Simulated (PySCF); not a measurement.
# HS− (hydrosulfide): CCSDT(Q)/6-31G(d) (spherical functions)

What is the energy change on altering one bond length of HS− (hydrosulfide) at CCSDT(Q)/6-31G* (spherical functions)? 

The results are computed with PySCF 2.14.0.

9 further runs of the same task are left out: 9 set aside as unsound or not needed.

**1. The structure to begin with**

HS−: 2 atoms, total charge -1, spin state singlet. SMILES: `[SH-]`. The shape is that of a PBE0-D4/def2-TZVPD optimisation.

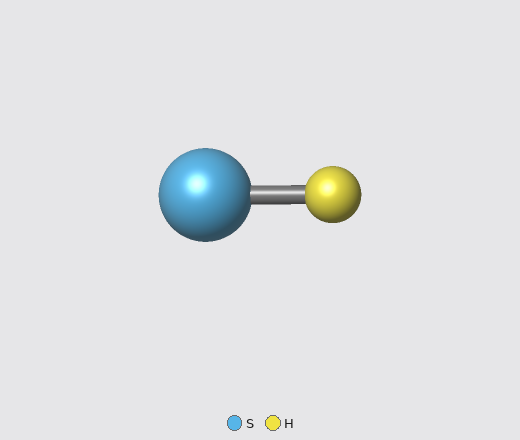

Viewed from a chosen angle; sulfur blue, hydrogen yellow.

**2. A single-point energy at CCSDT(Q)/6-31G(d) (spherical functions)**

Contents of run.py:

```python
from pyscf import gto, cc

mol = gto.Mole()
mol.atom = '''
S        0.574700      -0.187900       0.295500
H       -0.574700       0.187900      -0.295500
'''
mol.basis = '6-31g*'
mol.verbose = 3
mol.max_memory = 1860
mol.charge = -1
mol.build()

mf = mol.RHF()
mf.conv_tol = 1e-10
mf.kernel()
if not mf.converged:
    mf = mf.newton().run(mf.mo_coeff, mf.mo_occ)

mycc = cc.CCSDT(mf, frozen=5)
mycc.kernel()
e_bracket, e_q = mycc.ccsdt_q()
e_final = mycc.e_tot + e_q
print('E = %.10f Eh' % e_final)
```

On the command line:

```
OMP_NUM_THREADS=1 python run.py
```

The log of the run:

```text
converged SCF energy = -398.091826992656
_make_eris_incore_RCCSDT

WARN: A large `blksize` is being used, which may cause large memory consumption
      for storing contraction intermediates. If memory is sufficient, consider using
      `pyscf.cc.rccsdt_highm.RCCSDT` instead.

WARN: A large `blksize_oovv` is being used, which may cause large memory consumption
      for storing contraction intermediates. If memory is sufficient, consider using
      `pyscf.cc.rccsdt_highm.RCCSDT` instead.

WARN: A large `blksize_oooo` is being used, which may cause large memory consumption
      for storing contraction intermediates. If memory is sufficient, consider using
      `pyscf.cc.rccsdt_highm.RCCSDT` instead.

RCCSDT converged
E(RCCSDT) = -398.2286068223695   E_corr = -0.136779829713152
E_corr(same-spin) = -0.0267171970910853
E_corr(oppo-spin) = -0.110062632622067
_make_eris_incore_RCCSDT
E = -398.2287203087 Eh
```

It took 1.3 s on 1 thread of Arm Neoverse V1, shared host; peak memory 0.12 GiB.

**3. The distorted shape**

Contents of input.xyz:

```xyz
2

S      1.149442    -0.375814     0.591022
H     -0.574700     0.187900    -0.295500
```

Contents of run.py:

```python
from pyscf import gto, cc

system = gto.M(
    atom='input.xyz',
    verbose=3,
    basis='6-31g*',
    max_memory=1860,
    charge=-1,
)

mf = system.RHF()
mf.conv_tol = 1e-10
mf.kernel()
if not mf.converged:
    mf = mf.newton().run(mf.mo_coeff, mf.mo_occ)

mycc = cc.CCSDT(mf, frozen=5)
mycc.kernel()
e_bracket, e_q = mycc.ccsdt_q()
etot = mycc.e_tot + e_q
print('E(%s) = %.9f' % ('CCSDT(Q)', etot))
```

On the command line:

```
OMP_NUM_THREADS=1 python run.py
```

The log of the run:

```text
converged SCF energy = -398.010566316088
_make_eris_incore_RCCSDT

WARN: A large `blksize` is being used, which may cause large memory consumption
      for storing contraction intermediates. If memory is sufficient, consider using
      `pyscf.cc.rccsdt_highm.RCCSDT` instead.

WARN: A large `blksize_oovv` is being used, which may cause large memory consumption
      for storing contraction intermediates. If memory is sufficient, consider using
      `pyscf.cc.rccsdt_highm.RCCSDT` instead.

WARN: A large `blksize_oooo` is being used, which may cause large memory consumption
      for storing contraction intermediates. If memory is sufficient, consider using
      `pyscf.cc.rccsdt_highm.RCCSDT` instead.

RCCSDT converged
E(RCCSDT) = -398.1669303045479   E_corr = -0.1563639884601348
E_corr(same-spin) = -0.0247270987886452
E_corr(oppo-spin) = -0.13163688967149
_make_eris_incore_RCCSDT
E(CCSDT(Q)) = -398.167132046
```

Wall time 1.4 s (1 thread of Arm Neoverse V1, shared host); peak memory 0.12 GiB.

**4. Results**

Level: CCSDT(Q)/6-31G* (spherical functions), 5 core orbitals frozen.

| quantity | value |
| --- | --- |
| first shape: total energy | -398.22872 Eh |
| first shape: HOMO energy (Hartree–Fock orbitals) | -1.91 eV |
| first shape: LUMO energy (Hartree–Fock orbitals) | 12.36 eV |
| first shape: HOMO–LUMO gap (to an unbound level, set by the basis) | 14.27 eV |
| first shape: correlation energy (5 core orbitals frozen) | -136.9 mEh |
| first shape: T1 diagnostic | 0.005 |
| distorted shape: total energy | -398.16713 Eh |
| distorted shape: HOMO energy (Hartree–Fock orbitals) | -2.59 eV |
| distorted shape: LUMO energy (Hartree–Fock orbitals) | 7.95 eV |
| distorted shape: HOMO–LUMO gap (to an unbound level, set by the basis) | 10.54 eV |
| distorted shape: correlation energy (5 core orbitals frozen) | -156.6 mEh |
| distorted shape: T1 diagnostic | 0.020 |
| energy change with the S1–H2 bond stretched from 1.346 to 2.019 Å | 1.676 eV |

**Reading.** With the S1–H2 bond stretched from 1.346 to 2.019 Å the energy rises by 1.68 eV (162 kJ/mol). The first shape isn't relaxed at this level, so the change isn't measured from a minimum.
